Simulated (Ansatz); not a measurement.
System: LuCrAs.

```cif
data_structure
_symmetry_space_group_name_H-M 'P 1'
_symmetry_Int_Tables_number 1
_cell_length_a 6.9568
_cell_length_b 6.9568
_cell_length_c 3.5759
_cell_angle_alpha 90.000
_cell_angle_beta 90.000
_cell_angle_gamma 120.000
_cell_volume 149.88
loop_
_atom_site_label
_atom_site_type_symbol
_atom_site_fract_x
_atom_site_fract_y
_atom_site_fract_z
_atom_site_occupancy
Cr1 Cr 0.25360 0.00000 0.00000 1
Cr2 Cr 0.74640 0.74640 0.00000 1
Cr3 Cr 0.00000 0.25360 0.00000 1
As1 As 0.33333 0.66667 0.00000 1
As2 As 0.66667 0.33333 0.00000 1
Lu1 Lu 0.59370 0.00000 0.50000 1
Lu2 Lu 0.40630 0.40630 0.50000 1
Lu3 Lu 0.00000 0.59370 0.50000 1
As3 As 0.00000 0.00000 0.50000 1
```

Space group P-62m; built by placing these elements on a known structure type; not relaxed (largest force 0.8 eV/Å); computed pressure about −2 GPa in this cell; computed without spin polarisation.

Theory: Ansatz 0.2.0, DFT, PAW plane waves, PBEsol.

### Predict the valence pseudo-density and electron localisation function between the atoms.

Cr–As (2.51 Å): ρ is about 0.39 e/Å³ halfway; the ELF is about 0.40 at the midpoint.
Lu–As (2.83 Å): the density is about 0.25 e/Å³ at the midpoint; the ELF is about 0.20 at the midpoint.
Bader's partition of the density gives Cr +0.13, As −1.52 to −1.35 and Lu +1.33 e.

### Which way does charge flow, and how much by Bader's partition?

Electrons move from Lu towards As. Bader charges: Cr +0.13, As −1.52 to −1.35 and Lu +1.33 e.

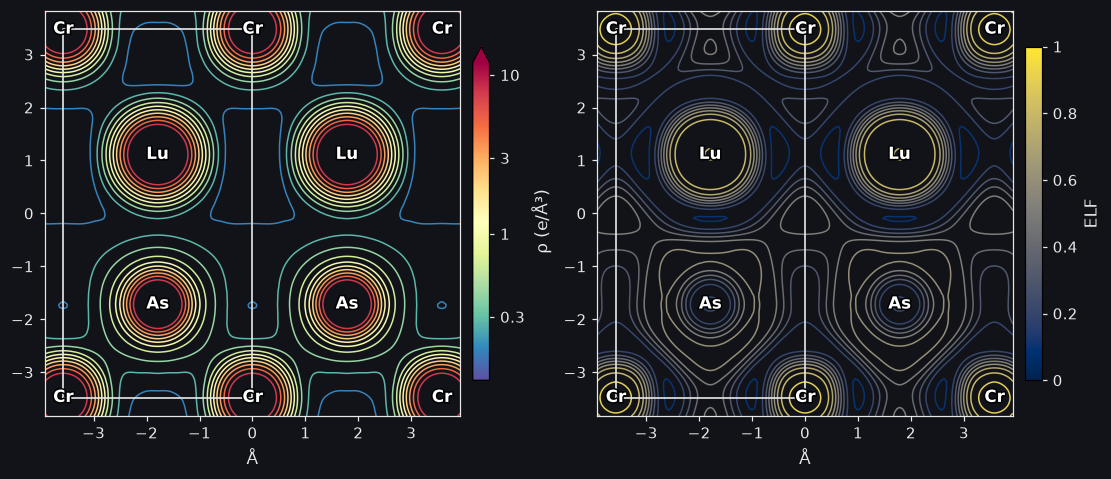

Computed valence pseudo-density and electron localisation function on the (11̄0) plane of the conventional cell, in this order. 

In a PAW calculation such maps are meaningful between the atoms, not at the nuclei.
